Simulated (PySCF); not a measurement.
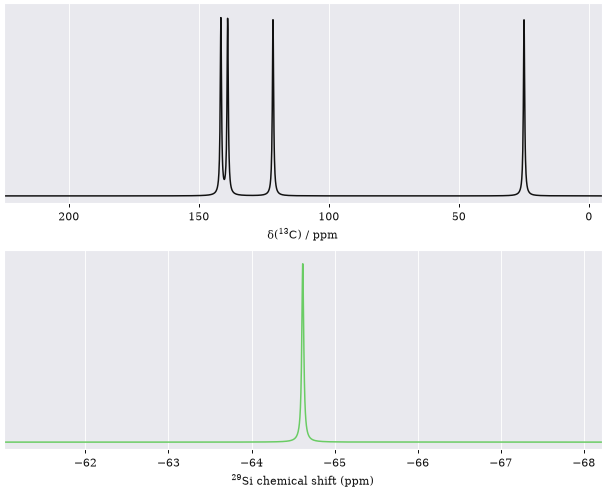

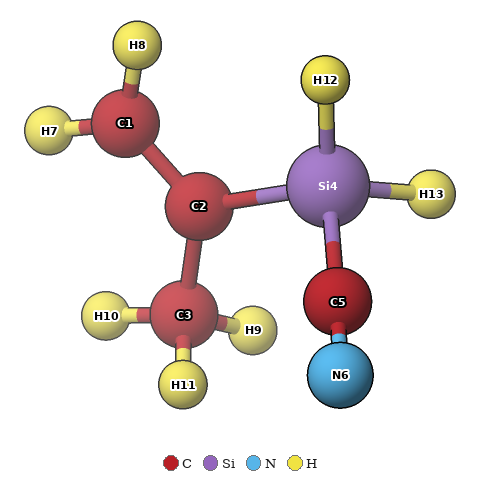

Spectrum and numbered structure of C₄H₇NSi, SMILES C=C(C)[SiH2]C#N. GIAO shifts, B97-2/pcSseg-1 with PySCF 2.14.0, at a PBE0-D3(BJ)/def2-SVP geometry (no frequency check), against TMS for ¹³C and TMS for ²⁹Si computed at the same level. Gas phase, fully decoupled, line heights follow the number of nuclei, widths are arbitrary (no quadrupolar broadening); values of one conformer, averaged over nuclei that symmetry, rotation about single bonds or inversion at nitrogen exchange, these motions taken as fast; other conformers aren't averaged in.

### Which atoms give which ¹³C line?

```tsv
δ (ppm)	nuclei	atoms
141.5	1	C2
138.9	1	C1
121.4	1	C5
24.9	1	C3
```

### Where does the ²⁹Si line lie?

At −64.6 ppm (Si4).
